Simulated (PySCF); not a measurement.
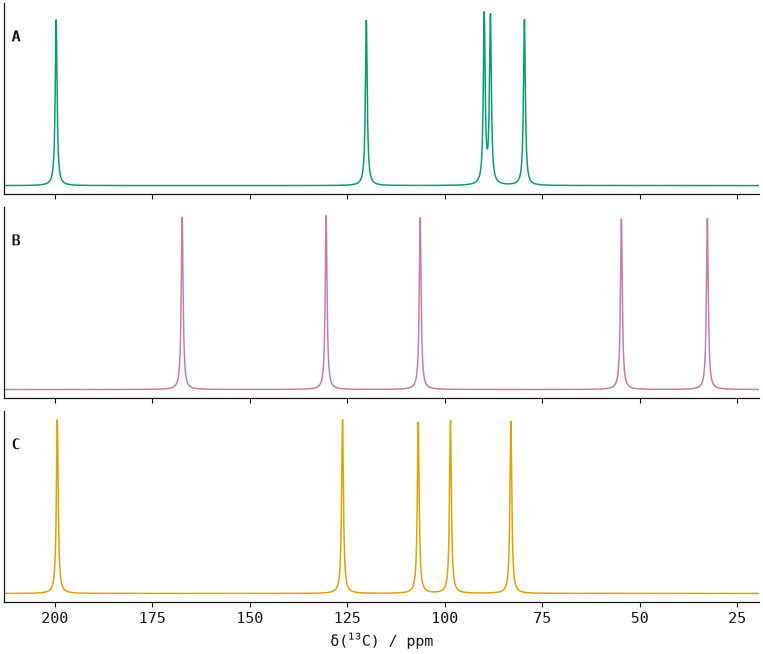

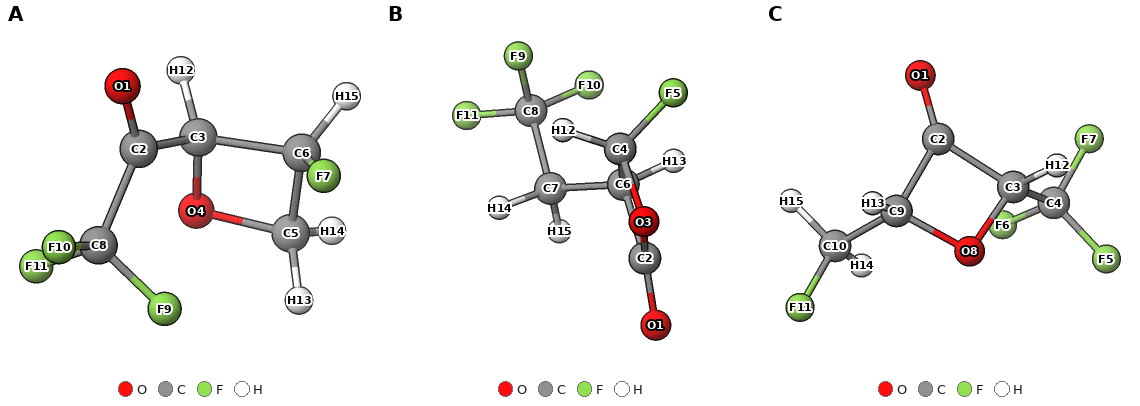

Related molecules: A is C₅H₄F₄O₂, SMILES O=C([C@@H]1OC[C@@H]1F)C(F)(F)F; B is C₅H₄F₄O₂, SMILES O=C1O[C@@H](F)[C@@H]1CC(F)(F)F; C is C₅H₄F₄O₂, SMILES O=C1[C@H](C(F)(F)F)O[C@@H]1CF. GIAO ¹³C shifts against TMS, PBE0/pcSseg-1, PySCF, at a PBE0-D3(BJ)/def2-SVP geometry (no frequency check); fully decoupled, line heights follow the number of nuclei within a panel, widths are arbitrary (no quadrupolar broadening); values of one conformer, averaged over methyl-type rotors and exact or near symmetry; other conformers aren't averaged in.

Assign the ¹³C signals of each molecule.

Answer. A: 199.6 (C2); 120.1 (C8); 89.9 (C3); 88.3 (C6); 79.6 (C5)
B: 167.3 (C2); 130.4 (C8); 106.3 (C4); 54.7 (C6); 32.6 (C7)
C: 199.4 (C2); 126.2 (C4); 106.8 (C9); 98.5 (C3); 83.0 (C10)

The order of signals that lie close, as those under 2 ppm apart, is within the error of the method.
